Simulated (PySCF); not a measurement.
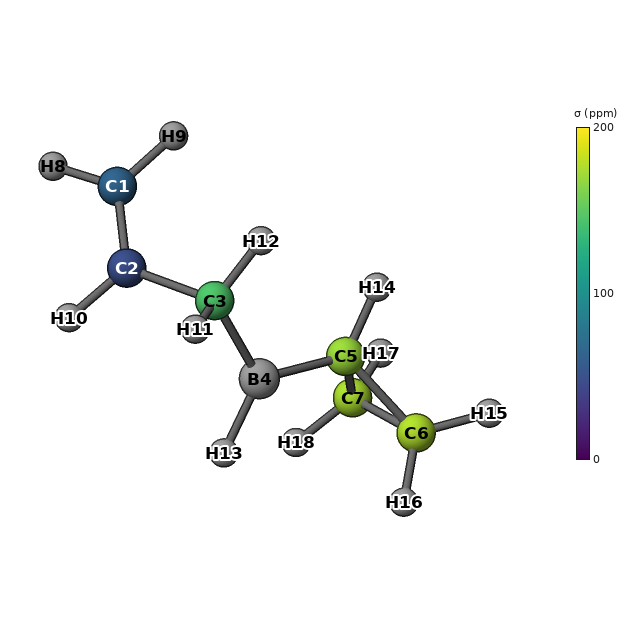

Atoms are coloured by their isotropic NMR shieldings (C only, the others grey). The geometry was computed by an optimisation with GFN2-xTB. No frequency run is at hand to confirm it as a minimum. Level of theory: GIAO PBE0/pcSseg-1 NMR shielding, non-relativistic, gas phase (PySCF 2.14.0).

Which C atom is the most shielded (lowest chemical shift)?

Answer. C6 (175.8 ppm).

Which C atom is the least shielded (highest chemical shift)?

Answer. C2 (48.9 ppm).

How wide is the range of C shifts?

Answer. 126.9 ppm.

Give the isotropic NMR shieldings of the C atoms atom by atom.

```tsv
atom	σ (ppm)
C1	64.1
C2	48.9
C3	145.0
C5	170.1
C6	175.8
C7	175.0
```

The geometry is semi-empirical. Around B such bond lengths and angles can be off by a tenth of an ångström or more and by several degrees, and values that hang on the shape move with them.
